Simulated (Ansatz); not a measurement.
# WSF$_{4}$: a changed input and its effect

System: WSF$_{4}$, SMILES [F][W]([F])([F])([F])=[S].
Method of run A: RKS SPW92 (LDA)/def2-TZVPP (Ansatz 0.2.0).

The geometry comes from this level: PBE0-D4/def2-TZVP. Text and figures count atoms from 1; the logs count them from 0 in places.

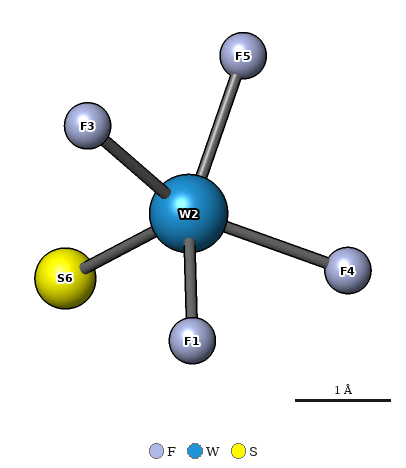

The input geometry (ball-and-stick view, seen at a tilt; atoms are numbered from 1 in the order of the input). Sticks mark near contacts.

**Input file, run A**
```yaml
crystal:
  periodic: [false, false, false]
  atoms:
    - {symbol: F, position_ang: [-0.752769, -1.555048, 0.668625]}
    - {symbol: W, position_ang: [0.007003, -0.014331, -0.010689]}
    - {symbol: F, position_ang: [1.552070, -0.558180, 0.843428]}
    - {symbol: F, position_ang: [-1.177413, -0.207933, -1.415046]}
    - {symbol: F, position_ang: [1.127475, 0.788819, -1.240316]}
    - {symbol: S, position_ang: [-0.756366, 1.546672, 1.153999]}
basis:
  gaussian: {orbitals: def2-TZVPP}
hamiltonian: {xc: lda}
output: {orbitals: {seedname: orbitals}}
```

Hardware: 4 CPU threads, shared host.

**Output (run A)**
```
Functional definition: SPW92
  exchange = slater_x
  correlation = pw_c
1243 factors; their error is unknown
mean field evaluation 1: about -23425.2299 eV, gradient 7.4e1 eV
mean field evaluation 2: about -23333.4592 eV, gradient 2.5e2 eV
mean field evaluation 4: about -23429.2246 eV, gradient 4.1e1 eV
mean field evaluation 8: about -23433.4450 eV, gradient 2.5e-1 eV
mean field evaluation 16: about -23433.4398 eV, gradient 6.0e-4 eV
mean field -23433.43981220 eV, -861.1630293424 hartree, gradient 6.3e-5 eV, S^2 0.000000; 0 other end points of the search recorded, 0 dependent functions left out
reference -23433.43984880 eV, -861.1630306874 hartree; 33, 33 occupied and 189, 189 virtual orbitals, 1243 factors
Total energy: -23433.43984880 eV, -861.1630306874 hartree
```

For run B the input was changed thus:
```diff
-hamiltonian: {xc: lda}
+hamiltonian: {xc: {name: BHLYP}, dispersion: d4}
```

What does this change do to the results?

The total energies belong to different models, so their difference says nothing on which is more stable or more accurate. The HOMO goes from −8.28 to −10.63 eV. The LUMO goes from −4.70 to −2.71 eV.

**Output (run B)**
```
Functional definition: BHLYP
  parameter a = 0.5
  exchange = (1 - a)*b88_x + a*exact_x
  correlation = lyp_c
1509 factors; their error is unknown
mean field evaluation 1: about -23522.9160 eV, gradient 7.8e1 eV
mean field evaluation 2: about -23478.7778 eV, gradient 1.8e2 eV
mean field evaluation 4: about -23532.5072 eV, gradient 1.0e1 eV
mean field evaluation 8: about -23532.7831 eV, gradient 1.1e-1 eV
mean field evaluation 16: about -23532.9249 eV, gradient 2.4e-4 eV
mean field -23532.92492278 eV, -864.8190397227 hartree, gradient 7.0e-5 eV, S^2 0.000000; 0 other end points of the search recorded, 0 dependent functions left out
reference -23532.92508000 eV, -864.8190455005 hartree; 33, 33 occupied and 189, 189 virtual orbitals, 1509 factors
Total energy: -23533.17108228 eV, -864.8280859175 hartree
```

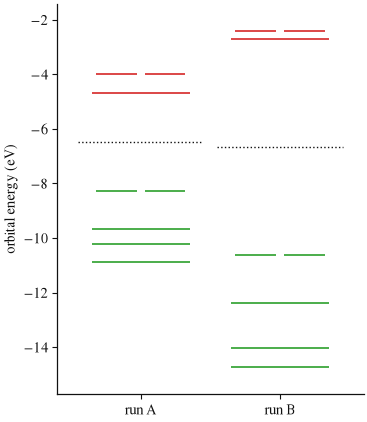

The five highest filled and three lowest empty orbital energies of the two runs; the dotted lines part filled from empty levels. The HOMO–LUMO gap is 3.59 eV in run A and 7.92 eV in run B.

**The two runs side by side**

| quantity | run A | run B |
| --- | --- | --- |
| outcome | converged | converged |
| total energy (hartree) | −861.163031 | −864.828086 |
| HOMO (eV) | −8.28 | −10.63 |
| LUMO (eV) | −4.70 | −2.71 |
| basis functions | 222 | 222 |
| wall time (shared host) | 0.9 s | 2.3 s |
